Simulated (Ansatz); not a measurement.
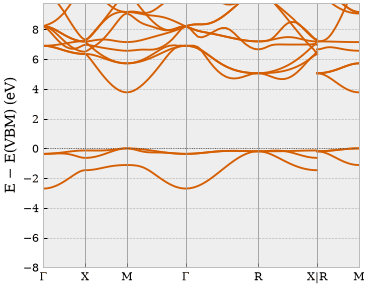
Figure. Band structure from r²SCAN in the plane-wave PAW code Ansatz

### Question
Read off the gap and where the band edges lie.

### Answer
About 3.8 eV (3.77 eV by a search for the band edges); maximum at M, minimum at M.

### Question
Which compound is it?
A. CsPbCl3, cubic perovskite
B. RbCaH3, cubic perovskite
C. RbVF3, cubic perovskite
D. CsCaBr3, cubic perovskite

### Answer
B, RbCaH3, cubic perovskite

Space group Pm-3m (cubic perovskite). The workflow started from a Materials Project entry (that database holds measured and hypothetical structures alike); the Crystallography Open Database files this formula in space group No. 221, but the cells were not matched. Whether it is the stable phase at ambient conditions was not checked. The cell was relaxed with r²SCAN under the symmetry of its start; whether a distortion lowers the energy is not shown. Spin–orbit coupling is left out wherever it is not named.

Potentials: the later of the program's two PAW sets.
